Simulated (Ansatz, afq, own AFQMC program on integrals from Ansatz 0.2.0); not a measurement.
# BCl3 (singlet): quantum Monte Carlo beside coupled cluster at distance B1–Cl4 = 2.782 Å, cc-pVDZ, part 2 of 2

Ansatz 0.2.0, Gaussian basis, and an in-house AFQMC program (afq) on its integrals; all values are calculated; cc-pVDZ, frozen cores.

**13. CCSDT(Q) on UHF**

in.yaml reads:

```yaml
crystal:
  periodic: [false, false, false]
  atoms:
    - {symbol: B, position_ang: [0.155975, 0.274922, -0.000491]}
    - {symbol: Cl, position_ang: [1.893279, 0.288020, -0.000591]}
    - {symbol: Cl, position_ang: [-0.724020, 1.772920, -0.003091]}
    - {symbol: Cl, position_ang: [-1.216822, -2.144775, 0.003832]}
basis:
  gaussian: {orbitals: cc-pVDZ}
magnetization: {spin_polarized: true, initial_magnetization: 0}
correlation: {method: ccsdt_q, electrons: outside_noble_gas}
```

Run with:

```bash
$ ansatz run in.yaml --threads 1 --pin off --events-out ev --progress --plain --max-ram 16896MiB --backend cuda --devices 0, --max-vram 18GiB
```

The program printed, cut to the lines that bear on the results:

```text
Functional definition: HF
  name "HF"
  cite "Fock, Z. Phys. 61, 126 (1930) doi:10.1007/BF01340294"
  parent pbe
[...]
1320 factors; integrals over basis functions are off by at most 1.3e-7 eV
[...]
mean field -38183.10677625 eV, -1403.2032925879 hartree, gradient 2.0e-6 eV, S^2 0.622187; 18 other end points of the search recorded, 0 dependent functions left out
determinant -38183.10677625 eV, -1403.2032925879 hartree, with singles and doubles -38197.05656543 eV, -1403.7159378848 hartree
determinant -38182.06981105 eV, -1403.1651848196 hartree, with singles and doubles -38195.32672787 eV, -1403.6523675270 hartree
determinant -38182.04569201 eV, -1403.1642984613 hartree, with singles and doubles -38195.30833730 eV, -1403.6516916858 hartree
determinant -38179.92984276 eV, -1403.0865424353 hartree, with singles and doubles -38193.33111757 eV, -1403.5790302012 hartree
determinant -38182.74668852 eV, -1403.1900596080 hartree, with singles and doubles -38197.15104701 eV, -1403.7194100188 hartree
16 core orbitals not correlated: weight in the atoms' cores, before any rotation towards them, 1.000 or more for the frozen orbitals, at most 0.000 for the correlated occupied ones
reference -38183.10677625 eV, -1403.2032925879 hartree; 12, 12 occupied and 40, 40 virtual orbitals, 1320 factors
second order -12.48554087 eV of doubles, -0.00000000 eV of singles
cycle   1  -13.27922517 eV  change   -7.9e-1 eV  update   1.2e-1
[...]
cycle  23  -14.59430338 eV  change    4.9e-8 eV  update   1.5e-6
perturbative correction -0.05878629 eV, -0.0021603564 hartree
Total energy: -38197.75986593 eV, -1403.7417837013 hartree
```

It took 19 s on 1 × NVIDIA H100 80GB HBM3 with 1 thread of AMD EPYC 7R13 (Zen 3), shared host; peak host memory 1.7 GiB.

From the report: ⟨S²⟩ of the determinant 0.622 (pure singlet: 0.00); correlation -14.6531 eV; T1 0.070; largest double amplitude 0.25. The determinant is far from a pure spin state, so its energy mixes those of several spin states (harmless only where they are near-degenerate, as at dissociation).

**14. Phaseless AFQMC, CISD trial on UHF**

It reads the integrals that the CCSD(T) run on this determinant wrote.

Run with:

```bash
$ afq ham --method phaseless --trial cisd --walkers 4000 --populations 20 --least-time 60 --time-step 0.005 --steps-per-block 50 --equilibration-blocks 40 --max-blocks 4000 --target-error 0.00059 --factor-cut 1e-05 --start spin_pure --seed 5047 --release-times 0.21,0.42,0.63,0.9 --release-step 0.03 --release-every 5 --taylor-order 6
```

The program printed:

```text
orbitals 52  electrons 12 12  factors 394 of 715
reference energy -1403.20328728 Eh
CCSD correlation -0.51472205 Eh in 15 cycles, weight of the determinant in the CISD state 0.6874
energy of the start -1403.614563 Eh
 block  time / (1/Eh)  mean weight  energy / Eh
     1     0.250  1.0003  -1403.655247
     2     0.500  1.0006  -1403.687378
     3     0.750  1.0004  -1403.706299
     4     1.000  1.0005  -1403.718481
     5     1.250  1.0001  -1403.726450
     6     1.500  1.0001  -1403.730835
     7     1.750  1.0002  -1403.733245
     8     2.000  0.9996  -1403.734491
     9     2.250  0.9998  -1403.737233
    10     2.500  1.0004  -1403.738267
    11     2.750  1.0000  -1403.738263
    13     3.250  1.0003  -1403.738191
    15     3.750  0.9999  -1403.738452
    17     4.250  0.9999  -1403.739315
    19     4.750  1.0001  -1403.741293
    21     5.250  1.0004  -1403.738702
    23     5.750  1.0002  -1403.739580
    25     6.250  1.0002  -1403.740304
    27     6.750  1.0001  -1403.743315
    29     7.250  1.0002  -1403.743689
    31     7.750  0.9997  -1403.742725
    33     8.250  0.9998  -1403.738894
    35     8.750  1.0000  -1403.741597
    37     9.250  1.0005  -1403.742850
    39     9.750  1.0001  -1403.742301
    41    10.250  0.9998  -1403.741855
    43    10.750  0.9998  -1403.740013
    45    11.250  1.0000  -1403.742919
    47    11.750  0.9998  -1403.745664
    49    12.250  1.0003  -1403.740388
    51    12.750  1.0002  -1403.742052
    53    13.250  0.9994  -1403.742283
    55    13.750  0.9997  -1403.741915
    57    14.250  1.0000  -1403.741285
    59    14.750  1.0001  -1403.742335
    61    15.250  1.0004  -1403.740848
    63    15.750  1.0000  -1403.742490
    65    16.250  1.0000  -1403.741845
    67    16.750  1.0003  -1403.741870
    69    17.250  1.0005  -1403.742332
    71    17.750  0.9993  -1403.739264
    73    18.250  1.0005  -1403.739883
    75    18.750  0.9999  -1403.739330
    77    19.250  0.9997  -1403.739957
    79    19.750  0.9997  -1403.740071
    81    20.250  1.0001  -1403.739021
    83    20.750  1.0000  -1403.736836
    85    21.250  1.0002  -1403.742045
    87    21.750  1.0003  -1403.742184
    89    22.250  0.9997  -1403.741570
error from the spread of 20 populations
released: time / (1/Eh)  energy / Eh  error  mean overlap
  0.21  -1403.742153  0.000667  0.9945
  0.42  -1403.742435  0.000548  0.9900
  0.63  -1403.742670  0.000597  0.9876
  0.90  -1403.741905  0.000713  0.9908
energy -1403.741166 +/- 0.000502 Eh
```

Wall time 1.9 min (1 × NVIDIA H100 80GB HBM3 with 2 threads of AMD EPYC 7R13 (Zen 3), shared host); peak host memory 1.7 GiB.

Energy -38197.7430 ± 0.0137 eV. Caveats: constraint bias not in the error.

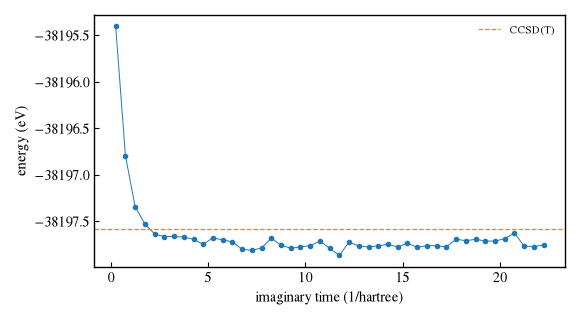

Block energies along the walk.

**15. AFQMC on the ladder**

On the RHF determinant, counted from CCSDT(Q) (a yardstick, not exact):

```
                                                level  energy (eV)  from CCSDT(Q) (meV)  statistical error (meV)  time
                                                   HF  -38182.7466             +15005.6                               
                                                  MP2  -38196.1299              +1622.2                               
                                                 CCSD  -38197.1529               +599.2                               
                                              CCSD(T)  -38197.6699                +82.2                               
                                             CCSDT(Q)  -38197.7521                  0.0                               
Phaseless AFQMC, CISD trial, step 0.005, 4000 walkers  -38197.7325                +19.6                     14.6  40 s
```

On the UHF determinant, counted from CCSDT(Q) (a yardstick, not exact):

```
                                                level  energy (eV)  from CCSDT(Q) (meV)  statistical error (meV)     time
                                                   HF  -38183.1066             +14653.2                                  
                                                  MP2  -38195.5921              +2167.7                                  
                                                 CCSD  -38197.1129               +646.9                                  
                                              CCSD(T)  -38197.5828               +177.1                                  
                                             CCSDT(Q)  -38197.7599                  0.0                                  
Phaseless AFQMC, CISD trial, step 0.005, 4000 walkers  -38197.7430                +16.8                     13.7  1.9 min
```

The functionals' totals stand on their own zeros and serve differences with other points: PBE -38228.557 eV; r2SCAN -38241.993 eV; PBE0 -38231.463 eV; B3LYP -38246.030 eV; wB97M-V -38242.640 eV; B2PLYP -38231.996 eV.

**16. Summary of results**

This closing draws on all 2 parts.

| quantity | value |
| --- | --- |
| CCSD(T) on RHF from CCSDT(Q) | +82.2 meV |
| Phaseless AFQMC, CISD trial on RHF from CCSDT(Q) | +19.6 ± 14.6 meV |
| CCSD(T) on UHF from CCSDT(Q) | +177.1 meV |
| Phaseless AFQMC, CISD trial on UHF from CCSDT(Q) | +16.8 ± 13.7 meV |

What this shows: On RHF the phaseless walk with the CISD trial lies +19.6 meV from CCSDT(Q), within three error bars. On UHF the phaseless walk with the CISD trial lies +16.8 meV from CCSDT(Q), within three error bars. Error bars are statistical and leave out the constraint, the time step and what remains of the start.
